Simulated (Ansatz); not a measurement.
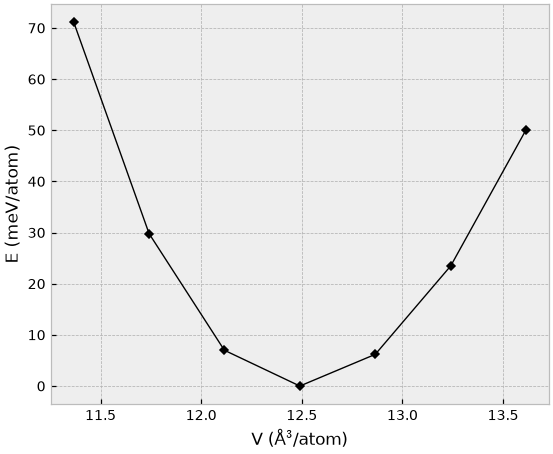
*Ni$_{3}$Sn in space group Fm-3m (No. 225; Ni on 4b, Sn on 4a, Ni on 8c) under volume change, PBEsol (plane waves, PAW; program Ansatz), scaled uniformly.*

**Question.** What does a third-order Birch–Murnaghan fit give for V₀, B₀ and B′?

**Answer.** V₀ = 12.49 Å³/atom, B₀ = 188 GPa, B′ = 4.8.

The workflow started from an entry of the Crystallography Open Database (COD), which files this formula under 3 space groups. Whether it is the stable phase at ambient conditions was not checked. Symmetry was held in the PBEsol relaxation. At this level the phase is mechanically unstable. The workflow began spin-polarised and lost its moments. Spin–orbit coupling is left out wherever it is not named.

Potentials: the later of the program's two PAW sets.
